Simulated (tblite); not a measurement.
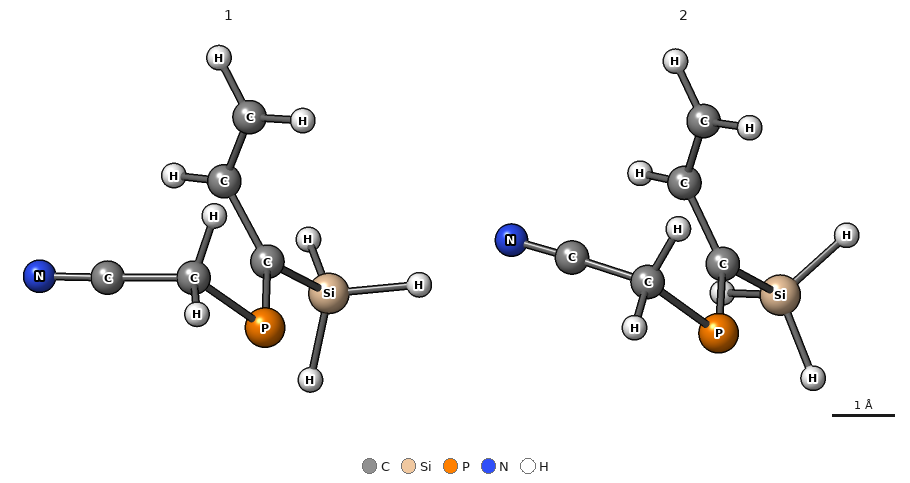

Two geometries of C$_{5}$H$_{8}$NPSi, drawn at one scale. One is the start of a relaxation, the other its converged end. The picture is a ball-and-stick view, seen from a free direction.

These are results of GFN2-xTB geometry optimisation, gas phase (tblite), not measurements. 

Which geometry has the lower energy?

Structure 2 is the relaxed one. After 136 geometry steps the energy has fallen by 4.69 kcal/mol. The largest move after the best rigid fit is that of an H atom, 1.09 Å. Largest moves by element: H 1.09 Å, N 0.72 Å, C 0.39 Å, P 0.12 Å, Si 0.07 Å. Among the contacts that change: C–C 1.474 → 1.429 Å, C–P 1.869 → 1.906 Å, H–Si 1.493 → 1.465 Å, C–C 1.480 → 1.453 Å. Bond angles that change, for instance: C–C–C 120.2° → 124.9°, C–Si–H 111.5° → 107.9°, H–C–H 105.7° → 109.1°. Groups turn about C–Si by about 45°. The run took 1.4 s on 1 thread of Intel(R) Xeon(R) 6975P-C, with other jobs on the host.
